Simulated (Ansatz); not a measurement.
## Geometry relaxation, with input and output: C2H7InS (part 2 of 2)

The same run, continued: C2H7InS, SMILES C[CH2][InH][SH]; RKS PBE-D4/def2-SVP (Ansatz 0.2.0). The geometry: force-field start.

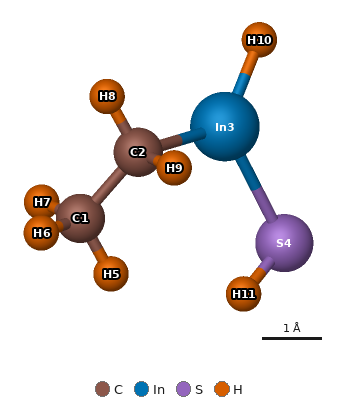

Figure 1. The geometry at step 22 of the log (ball-and-stick view, seen at a tilt; atoms are numbered from 1 in the order of the input).

**Trajectory as extended XYZ, continued**
```
11
Properties=species:S:1:pos:R:3:forces:R:3 step=10 energy=-18184.99360
C    -0.8983    1.1034    0.2898   -0.1004   0.0896  -0.0697
C     0.1178    0.2328    1.0387   -0.0525   0.0260   0.1092
In    1.3596   -0.7487   -0.4824    0.3753   0.0196  -0.0170
S     0.4519   -2.6114   -1.7990   -0.3020   0.2608  -0.0312
H    -1.6202    0.4774   -0.2813    0.0236   0.0979   0.0239
H    -1.5006    1.7610    0.9610    0.0778  -0.1107  -0.0068
H    -0.4003    1.7784   -0.4458   -0.1191  -0.0282   0.0947
H     0.8025    0.8439    1.6692   -0.0659  -0.0635  -0.0926
H    -0.3726   -0.5122    1.7084    0.0984   0.0978  -0.1979
H     2.9637   -0.2176   -1.0208   -0.1981  -0.1672   0.1107
H    -0.8380   -2.1641   -1.6173    0.2629  -0.2221   0.0767
11
Properties=species:S:1:pos:R:3:forces:R:3 step=12 energy=-18185.09504
C    -0.9446    1.1297    0.2662   -0.1742   0.0165   0.1220
C     0.1356    0.2426    0.8948    0.0730   0.2145  -0.0176
In    1.4847   -0.6926   -0.5584   -0.1985   0.0094   0.2353
S     0.3788   -2.4375   -1.8414   -0.0682  -0.1223  -0.1629
H    -1.6505    0.5642   -0.3776    0.0686  -0.0552  -0.0283
H    -1.5623    1.6011    1.0630   -0.0258   0.0389  -0.0524
H    -0.5383    1.9586   -0.3517    0.0626  -0.0493   0.0369
H     0.7665    0.8351    1.5899    0.0184  -0.0191  -0.0046
H    -0.3175   -0.5726    1.4961    0.0087  -0.0485  -0.0501
H     3.1571   -0.4442   -0.8962    0.1353  -0.0140  -0.0957
H    -0.8441   -2.2416   -1.2643    0.1002   0.0291   0.0174
11
Properties=species:S:1:pos:R:3:forces:R:3 step=14 energy=-18185.11357
C    -0.9586    1.1354    0.2772    0.0013  -0.0360   0.0005
C     0.1375    0.2774    0.9146    0.0510  -0.0321  -0.0067
In    1.4684   -0.7026   -0.5348   -0.0208   0.0177   0.0372
S     0.3804   -2.4225   -1.8892   -0.0055   0.0047  -0.0087
H    -1.6066    0.5465   -0.4047    0.0039   0.0002  -0.0127
H    -1.6232    1.5776    1.0509   -0.0104   0.0149  -0.0007
H    -0.5450    1.9784   -0.3132   -0.0006   0.0153  -0.0075
H     0.7801    0.8700    1.5970   -0.0130   0.0190   0.0077
H    -0.3003   -0.5478    1.5152    0.0112   0.0035   0.0046
H     3.1524   -0.5142   -0.9285   -0.0028  -0.0001  -0.0045
H    -0.8196   -2.2552   -1.2640   -0.0143  -0.0073  -0.0092
11
Properties=species:S:1:pos:R:3:forces:R:3 step=15 energy=-18185.11432
C    -0.9543    1.1188    0.2751   -0.0094  -0.0255  -0.0232
C     0.1554    0.2847    0.9292   -0.1065   0.0971   0.0481
In    1.4620   -0.7174   -0.5094    0.0610   0.0181  -0.0759
S     0.3663   -2.4009   -1.9060   -0.0036   0.0193   0.0192
H    -1.5796    0.5151   -0.4153   -0.0050  -0.0041  -0.0033
H    -1.6427    1.5539    1.0335    0.0295  -0.0240   0.0063
H    -0.5550    1.9714   -0.3150    0.0187  -0.0453   0.0199
H     0.7852    0.9089    1.5954    0.0335  -0.0261  -0.0055
H    -0.2703   -0.5285    1.5544   -0.0156   0.0157   0.0078
H     3.1411   -0.5284   -0.9230    0.0100  -0.0187   0.0100
H    -0.8427   -2.2346   -1.2981   -0.0127  -0.0065  -0.0035
11
Properties=species:S:1:pos:R:3:forces:R:3 step=17 energy=-18185.11677
C    -0.9576    1.1016    0.2690   -0.0006  -0.0084  -0.0014
C     0.1598    0.2888    0.9317   -0.0279   0.0253   0.0086
In    1.4749   -0.7085   -0.5114    0.0059   0.0095  -0.0004
S     0.3436   -2.3672   -1.9086   -0.0578   0.0114   0.0274
H    -1.5738    0.4841   -0.4171   -0.0098  -0.0050  -0.0042
H    -1.6500    1.5345    1.0243    0.0087  -0.0067  -0.0015
H    -0.5635    1.9510   -0.3272    0.0023  -0.0101   0.0021
H     0.7895    0.9214    1.5895    0.0107  -0.0022   0.0017
H    -0.2574   -0.5232    1.5640    0.0051   0.0023   0.0029
H     3.1606   -0.5475   -0.9063    0.0067  -0.0123  -0.0027
H    -0.8607   -2.1922   -1.2873    0.0566  -0.0037  -0.0326
11
Properties=species:S:1:pos:R:3:forces:R:3 step=19 energy=-18185.12015
C    -0.9714    1.0421    0.2576    0.0308  -0.0189  -0.0007
C     0.1863    0.3091    0.9455   -0.0160   0.0226  -0.0073
In    1.5018   -0.7105   -0.4851   -0.0280  -0.0138  -0.0028
S     0.2863   -2.2595   -1.9428    0.0201   0.0155   0.0220
H    -1.5622    0.3687   -0.3994    0.0041   0.0191   0.0261
H    -1.6775    1.4786    0.9976    0.0008  -0.0105   0.0021
H    -0.6153    1.8797   -0.3783   -0.0089  -0.0123   0.0050
H     0.8066    0.9965    1.5575   -0.0235  -0.0176  -0.0150
H    -0.1882   -0.4859    1.6262    0.0190   0.0227  -0.0155
H     3.1999   -0.6408   -0.8480    0.0048  -0.0076   0.0016
H    -0.9010   -2.0350   -1.3102   -0.0031   0.0007  -0.0155
11
Properties=species:S:1:pos:R:3:forces:R:3 step=21 energy=-18185.12340 accepted=F
C    -1.0245    0.9655    0.2852    0.0084  -0.0345  -0.1482
C     0.2323    0.3731    0.9384   -0.0170   0.0288   0.1236
In    1.5137   -0.7448   -0.4483    0.0536  -0.0359   0.0107
S     0.3038   -2.1609   -2.0346   -0.1791   0.0571   0.0571
H    -1.6526    0.1918   -0.2238    0.1836   0.1634   0.1275
H    -1.6733    1.4542    1.0454   -0.0093   0.0191  -0.0503
H    -0.7755    1.7375   -0.4849   -0.0700  -0.1884   0.2031
H     0.8631    1.1603    1.4160   -0.1339  -0.1436  -0.0965
H    -0.0298   -0.3579    1.7441    0.0423   0.1640  -0.1733
H     3.2432   -0.8738   -0.6516   -0.0736   0.0103   0.0083
H    -0.9350   -1.8021   -1.5653    0.1950  -0.0401  -0.0621
11
Properties=species:S:1:pos:R:3:forces:R:3 step=22 energy=-18185.12623
C    -1.0096    0.9912    0.2795    0.0199  -0.0250  -0.0324
C     0.2191    0.3575    0.9392   -0.0278  -0.0245   0.0342
In    1.5048   -0.7538   -0.4483    0.0214   0.0495  -0.0485
S     0.3043   -2.1956   -2.0183   -0.0550   0.0260   0.0521
H    -1.6256    0.2478   -0.2723    0.0388   0.0294   0.0316
H    -1.6753    1.4634    1.0347   -0.0026   0.0095  -0.0107
H    -0.7312    1.7825   -0.4496   -0.0215  -0.0393   0.0395
H     0.8475    1.1148    1.4540   -0.0125  -0.0344  -0.0334
H    -0.0760   -0.3890    1.7096   -0.0015   0.0465  -0.0165
H     3.2235   -0.8015   -0.7129    0.0044  -0.0175   0.0219
H    -0.9160   -1.8744   -1.4951    0.0363  -0.0204  -0.0377
11
Properties=species:S:1:pos:R:3:forces:R:3 step=24 energy=-18185.12999
C    -1.0302    0.9575    0.2924    0.0084  -0.0092  -0.0370
C     0.2374    0.3832    0.9317   -0.0182   0.0002   0.0582
In    1.5127   -0.7576   -0.4432    0.0278  -0.0158   0.0008
S     0.3046   -2.1546   -2.0486   -0.1131   0.0511   0.0473
H    -1.6498    0.1752   -0.1999    0.0547   0.0451   0.0421
H    -1.6781    1.4491    1.0518    0.0078   0.0000  -0.0313
H    -0.7995    1.7203   -0.4833   -0.0237  -0.0554   0.0614
H     0.8686    1.1772    1.3868   -0.0463  -0.0492  -0.0378
H    -0.0119   -0.3307    1.7504    0.0285   0.0594  -0.0691
H     3.2418   -0.9033   -0.6217   -0.0535   0.0024   0.0065
H    -0.9303   -1.7733   -1.5957    0.1276  -0.0285  -0.0411
11
Properties=species:S:1:pos:R:3:forces:R:3 step=26 energy=-18185.13336
C    -1.0506    0.8933    0.3013   -0.0084  -0.0318  -0.1227
C     0.2621    0.4117    0.9298   -0.0065   0.0379   0.1410
In    1.5184   -0.7939   -0.4045    0.0058   0.0126  -0.0546
S     0.2874   -2.0497   -2.1095   -0.0960   0.0646   0.0775
H    -1.6674    0.0487   -0.0918    0.1180   0.1602   0.0885
H    -1.6796    1.4341    1.0437    0.0091  -0.0254  -0.0421
H    -0.8797    1.5934   -0.5516   -0.0236  -0.1496   0.1673
H     0.8886    1.2623    1.2898   -0.1156  -0.1530  -0.0629
H     0.0765   -0.2428    1.8172    0.0194   0.1434  -0.1544
H     3.2409   -1.0286   -0.5132   -0.0293  -0.0185   0.0098
H    -0.9313   -1.5856   -1.6905    0.1272  -0.0404  -0.0474
11
Properties=species:S:1:pos:R:3:forces:R:3 step=28 energy=-18185.13722
C    -1.0637    0.8724    0.3204    0.0085  -0.0229  -0.0237
C     0.2679    0.4335    0.9308    0.0419  -0.0308  -0.0273
In    1.5210   -0.7971   -0.3948   -0.2625   0.0986   0.0786
S     0.3190   -2.0141   -2.1344   -0.0700  -0.0186  -0.0439
H    -1.6804    0.0077   -0.0080    0.0252   0.0326   0.0151
H    -1.6771    1.4444    1.0506   -0.0027  -0.0020  -0.0036
H    -0.9227    1.5259   -0.5665   -0.0111  -0.0291   0.0263
H     0.8880    1.3005    1.2424   -0.0166  -0.0147  -0.0130
H     0.1146   -0.1844    1.8429    0.0067   0.0152  -0.0279
H     3.2071   -1.1158   -0.4791    0.2403  -0.0358   0.0135
H    -0.9083   -1.5301   -1.7837    0.0402   0.0074   0.0060
11
Properties=species:S:1:pos:R:3:forces:R:3 step=30 energy=-18185.14621
C    -1.0913    0.7882    0.3424   -0.0735  -0.0286  -0.0945
C     0.2948    0.4658    0.9063   -0.0043   0.0445   0.1042
In    1.5168   -0.8358   -0.3647    0.1141  -0.0612  -0.0332
S     0.3014   -1.8758   -2.2198   -0.0107   0.0355   0.0379
H    -1.7062   -0.1303    0.1782    0.1380   0.1774   0.0368
H    -1.6674    1.4399    1.0398    0.0220  -0.0480  -0.0841
H    -1.0357    1.3223   -0.6369   -0.0153  -0.1041   0.2009
H     0.8968    1.3871    1.0850   -0.0874  -0.1195  -0.0233
H     0.2273   -0.0588    1.8891    0.0077   0.0874  -0.1269
H     3.2104   -1.2867   -0.3014   -0.1542   0.0265  -0.0182
H    -0.8816   -1.2731   -1.8974    0.0637  -0.0099   0.0004
11
Properties=species:S:1:pos:R:3:forces:R:3 step=31 energy=-18185.14960
C    -1.0914    0.7907    0.3435   -0.0377  -0.0185  -0.0397
C     0.2919    0.4662    0.9088   -0.0073  -0.0059   0.0374
In    1.5108   -0.8434   -0.3602    0.0434   0.0062  -0.0328
S     0.3116   -1.8817   -2.2226   -0.0054   0.0302   0.0437
H    -1.7032   -0.1248    0.1777    0.0634   0.0838   0.0196
H    -1.6697    1.4418    1.0372    0.0080  -0.0233  -0.0442
H    -1.0330    1.3236   -0.6318   -0.0092  -0.0483   0.0933
H     0.8941    1.3843    1.0860   -0.0290  -0.0536  -0.0181
H     0.2225   -0.0544    1.8904    0.0008   0.0428  -0.0513
H     3.1945   -1.2852   -0.3218   -0.0212  -0.0074   0.0120
H    -0.8627   -1.2743   -1.8866   -0.0059  -0.0059  -0.0199
11
Properties=species:S:1:pos:R:3:forces:R:3 step=33 energy=-18185.15307
C    -1.1044    0.7317    0.3592   -0.0219  -0.0231  -0.0245
C     0.3072    0.4953    0.8974    0.0358   0.0444   0.0447
In    1.5140   -0.8587   -0.3388    0.0350  -0.0207   0.0207
S     0.3098   -1.7818   -2.2551   -0.0272   0.0239   0.0069
H    -1.6838   -0.2154    0.2845    0.0346   0.0863  -0.0073
H    -1.6875    1.4149    1.0159    0.0172  -0.0178  -0.0005
H    -1.0953    1.1930   -0.6532    0.0003  -0.0530   0.0679
H     0.8876    1.4422    0.9774   -0.0572  -0.0735  -0.0053
H     0.2946    0.0516    1.9189   -0.0051   0.0356  -0.0894
H     3.1571   -1.4292   -0.2335   -0.0391   0.0188  -0.0007
H    -0.8339   -1.1005   -1.9522    0.0276  -0.0209  -0.0126
11
Properties=species:S:1:pos:R:3:forces:R:3 step=35 energy=-18185.15420
C    -1.1079    0.7302    0.3669    0.0014   0.0028  -0.0006
C     0.3075    0.4955    0.8919    0.0000  -0.0019   0.0004
In    1.5118   -0.8649   -0.3359    0.0004  -0.0019  -0.0035
S     0.3224   -1.7727   -2.2689    0.0001  -0.0002   0.0001
H    -1.6923   -0.2115    0.3053   -0.0012  -0.0018   0.0028
H    -1.6795    1.4212    1.0243    0.0000  -0.0003  -0.0003
H    -1.1081    1.1784   -0.6485    0.0001   0.0001   0.0010
H     0.8854    1.4414    0.9610   -0.0014   0.0011   0.0002
H     0.3019    0.0608    1.9141   -0.0002   0.0016   0.0004
H     3.1497   -1.4364   -0.2184   -0.0022   0.0003   0.0005
H    -0.8255   -1.0991   -1.9711    0.0029   0.0002  -0.0009
```

This output came from the following input.

**Input file**
```yaml
crystal:
  periodic: [false, false, false]
  atoms:
    - {symbol: C, position_ang: [-0.793900, 1.016400, 0.227900]}
    - {symbol: C, position_ang: [0.097500, 0.084200, 0.895800]}
    - {symbol: In, position_ang: [1.085000, -1.491700, -0.250500]}
    - {symbol: S, position_ang: [0.874100, -1.984800, -1.168400]}
    - {symbol: H, position_ang: [-1.676800, 0.495100, -0.270100]}
    - {symbol: H, position_ang: [-1.249800, 1.792900, 0.959500]}
    - {symbol: H, position_ang: [-0.268000, 1.622800, -0.566700]}
    - {symbol: H, position_ang: [0.984500, 0.654400, 1.355200]}
    - {symbol: H, position_ang: [-0.437700, -0.469300, 1.719400]}
    - {symbol: H, position_ang: [1.898300, -0.127500, -1.163800]}
    - {symbol: H, position_ang: [-0.447800, -1.649600, -1.717700]}
basis:
  gaussian: {orbitals: def2-SVP}
hamiltonian: {xc: pbe, dispersion: d4}
relax: {f_tol: 0.03, max_steps: 200}
```

Command:
```bash
ansatz run in.yaml --threads 4 --pin off --events-out ev --progress --plain --max-ram 10444MiB
```

**Results in brief**

- outcome: converged
- total energy: −18185.1542 eV
- mean-field energy: −18184.9268 eV
- dispersion energy: −0.2274 eV
- SCF solution under orbital rotations: stable
- largest force (length of the vector) at the end: 0.004 eV/Å
- dipole moment: 2.56 D
- hardware: 4 threads of AMD EPYC, 23 GiB of memory available, shared host
- wall time: 40 s (CPU time 2.2 min)
- peak memory: 0.18 GiB
